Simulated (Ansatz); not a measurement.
System: ClHSi···CH$_{4}$.

Input

```
crystal:
  periodic: [false, false, false]
  atoms:
    - { symbol: Si, position_ang: [-0.4606, -1.2398, -0.6097] }
    - { symbol: Cl, position_ang: [1.3244, -2.0872, -0.022] }
    - { symbol: H, position_ang: [-0.2518, 0.237, -1.0708] }
    - { symbol: C, position_ang: [0.0878, 0.9148, 0.097] }
    - { symbol: H, position_ang: [-1.2525, -1.2963, 0.6134] }
    - { symbol: H, position_ang: [0.8296, 0.481, 0.7474] }
    - { symbol: H, position_ang: [-0.8008, 1.2075, 0.6358] }
    - { symbol: H, position_ang: [0.5238, 1.7831, -0.391] }
basis:
  gaussian: { orbitals: "6-31G*" }
hamiltonian:
  xc: cam_b3lyp
relax:
  f_tol: 0.15
  max_steps: 25
  restrain:
    - { distance: [0, 2], at: 2.72, k: 30.0 }
    - { distance: [0, 3], at: 3.17, k: 30.0 }
    - { distance: [2, 3], at: 1.07, k: 30.0 }
output:
  orbitals: {}
```

Command:

```sh
ansatz run input.yaml --threads 2 --pin off --max-ram 3072MiB --backend cpu --events-out ev --progress --plain --runs-dir out
```

The fields are those of the run's last geometry, not of the input's.

Theory: Ansatz 0.2.0, RKS CAM-B3LYP/6-31G*.

> Predict the electron density and electron localisation function between the atoms.

C4···Si1 (3.17 Å): the density falls to about 0.06 e/Å³ on the way; the ELF dips to about 0.05 between them.
C–H (1.09 Å): the density is about 2 e/Å³ at the midpoint; the ELF climbs to about 1 towards the hydrogen, as it does in any bond to H (a covalent bond by its length).

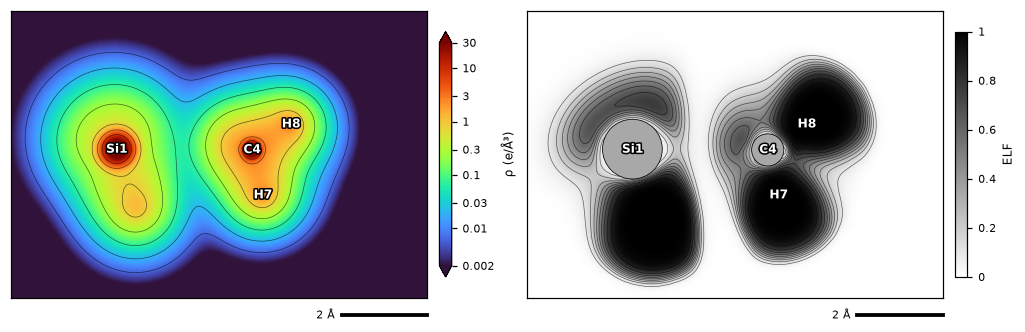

Computed electron density and electron localisation function on the plane of atoms H7, C4 and H8, in this order. Grey discs cover the atomic cores in the ELF map. 
